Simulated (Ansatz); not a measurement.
# Calculations on BPH$_{4}$Cl$_{2}$

**1. Relaxation**

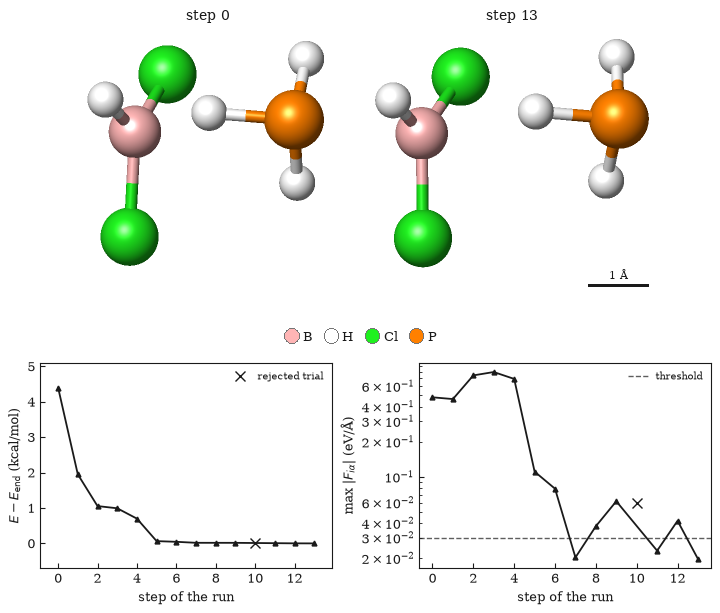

First and last geometry of a relaxation of BPH4Cl2, with the history of the run. A ball-and-stick model, seen at a tilt.

The run prepares an end point of a later path (reaction) calculation, from a guessed geometry.

These are results of RKS B3LYP-D4/6-31G* in Ansatz, not measurements.

The input:
```yaml
crystal:
  periodic: [false, false, false]
  atoms:
    - { symbol: B, position_ang: [-0.005518, 0.189429, 0.025142] }
    - { symbol: H, position_ang: [0.025425, 0.519929, 1.162757] }
    - { symbol: Cl, position_ang: [1.488539, 0.089913, -0.894567] }
    - { symbol: Cl, position_ang: [-1.555651, 0.093825, -0.799496] }
    - { symbol: P, position_ang: [0.09021, -2.722742, 1.156298] }
    - { symbol: H, position_ang: [-0.487991, -2.685772, -0.139287] }
    - { symbol: H, position_ang: [1.416805, -2.576084, 0.671699] }
    - { symbol: H, position_ang: [-0.074819, -1.330899, 1.389755] }
basis:
  gaussian: { orbitals: "6-31G*" }
hamiltonian:
  xc: b3lyp
  dispersion: d4
relax:
  f_tol: 0.03
  max_steps: 50
output:
  orbitals: {}
```

Command:
```bash
ansatz run input.yaml --threads 2 --pin off --max-ram 3072MiB --backend cpu --events-out ev --progress --plain --runs-dir out
```

> Read the history and describe the run.

It converged. The energy falls by 4.40 kcal/mol in 12 accepted moves (13 points after the start). The largest force component goes from 0.48 to 0.02 eV/Å. The line search rejected the trial step at point 10 of the run. The forces were under the threshold at step 7, but the run went on from there. The atom that moves furthest after the best rigid fit is H8 (0.58 Å). Largest moves by element: H 0.58 Å, P 0.36 Å, B 0.36 Å, Cl 0.24 Å. Some distances before and after: B1–Cl3 1.757 → 1.750 Å, P5–H8 1.421 → 1.426 Å, P5–H6 1.419 → 1.424 Å. Cost: 27 s on 2 threads of Arm Neoverse V2, on a shared host, peak memory 0.16 GiB.

**2. Relaxation**

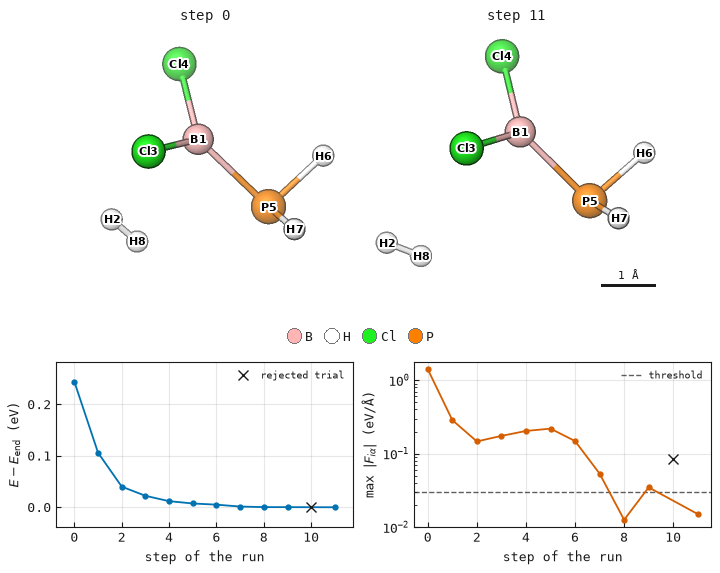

First and last geometry of a relaxation of BPH₄Cl₂, with the history of the run. A ball-and-stick model, seen face on.

The run prepares an end point of a later path (reaction) calculation, from a guessed geometry.

The calculation used RKS B3LYP-D4/6-31G* in Ansatz. Settings: no spin polarisation; force threshold 0.03 eV/Å; at most 50 steps.

Question: What do the curves and the structures tell?

Answer: It converged. The largest move after the best rigid fit is that of H2, 0.86 Å. By element the largest moves are H 0.86 Å, Cl 0.29 Å, B 0.27 Å, P 0.26 Å. Some distances before and after: H2–H8 0.708 → 0.743 Å, P5–H6 1.423 → 1.418 Å. Bond angles that change, for instance: B1–P5–H6 96.3° → 98.5°, Cl3–B1–P5 122.5° → 120.5°. The energy falls by 0.244 eV in 10 accepted moves (11 points after the start). The largest force component goes from 1.4 to 0.015 eV/Å. The line search rejected the trial step at point 10 of the run. The forces were under the threshold at step 8, but the run went on from there. The run took 25 s on 2 threads of Arm Neoverse V2 (shared host), peak memory 0.17 GiB.

Limits of the set-up: the start holds two separate molecules, 2.4 Å apart at their closest, whose relative position is a soft coordinate.

**3. Path**

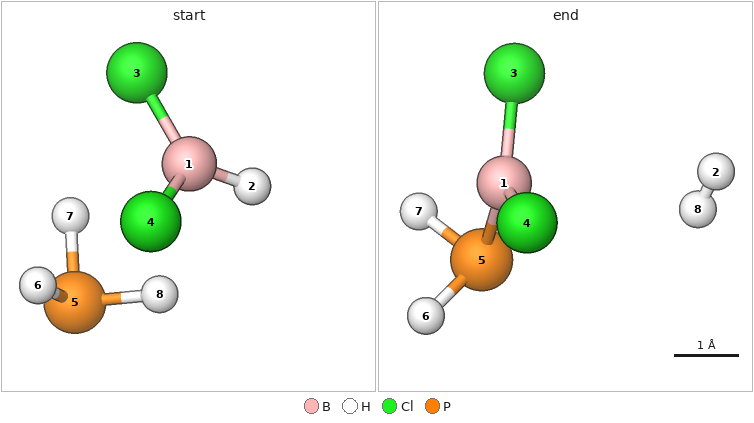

The two relaxed end points of a path for BPH4Cl2, made up at the start of BHCl₂ and PH3. The picture is a ball-and-stick view, seen from a free direction.

All numbers below come from RKS B3LYP-D4/6-31G* in Ansatz 0.2.0.

Settings: 7 movable images; climbing image; force threshold 0.05 eV/Å; iteration limit 60.

Start:
```xyz
8

B    -0.0100    0.5141   -0.1200
H     0.0371    0.8233    1.0227
Cl    1.4766    0.3045   -1.0192
Cl   -1.5661    0.2961   -0.8914
P     0.1405   -3.0838    1.1804
H    -0.4711   -2.7795   -0.0686
H     1.4368   -2.6960    0.7358
H    -0.1469   -1.8011    1.7326
```

End:
```xyz
8

B     0.0915   -0.8252   -0.5796
H    -0.0408    0.8964    2.4942
Cl    1.5056    0.2164   -0.7148
Cl   -1.4541   -0.2498   -1.2000
P     0.1822   -2.4628    0.4085
H    -0.6348   -3.2603   -0.4326
H     1.4360   -2.9246   -0.0660
H    -0.1886    0.1876    2.6625
```

Predict the minimum-energy path and its barrier.

Answer. Forward barrier 1.67 eV, backward barrier 1.57 eV, with image 4 at the top; the reaction energy is +0.11 eV. Breaking: B1–H2 (1.18 → 1.30 at the top → 3.53 Å), P5–H8 (1.43 → 1.86 at the top → 3.50 Å). Forming: B1–P5 (3.83 → 2.20 at the top → 1.91 Å), H2–H8 (2.72 → 1.03 at the top → 0.74 Å). The band converged in 32 iterations. The largest component of the band force went from 5.1 to 0.034 eV/Å. The climbing image converged on the top of the path. Its vibrational analysis gives one imaginary mode (1014i cm⁻¹), as a transition state must have.

Energies of the converged images:

```tsv
image	path (Å)	E (eV)
0	0.00	0.000
1	0.55	0.022
2	1.09	0.185
3	1.64	0.803
4	2.19	1.675
5	2.91	0.871
6	3.64	0.312
7	4.36	0.146
8	5.08	0.106
```

The geometry at the top of the path:

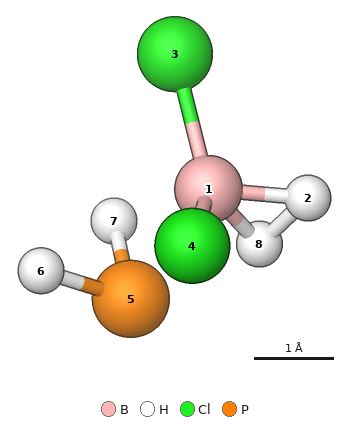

Limits of the set-up: the start holds two separate molecules, 2.7 Å apart at their closest, whose relative position is a soft coordinate.
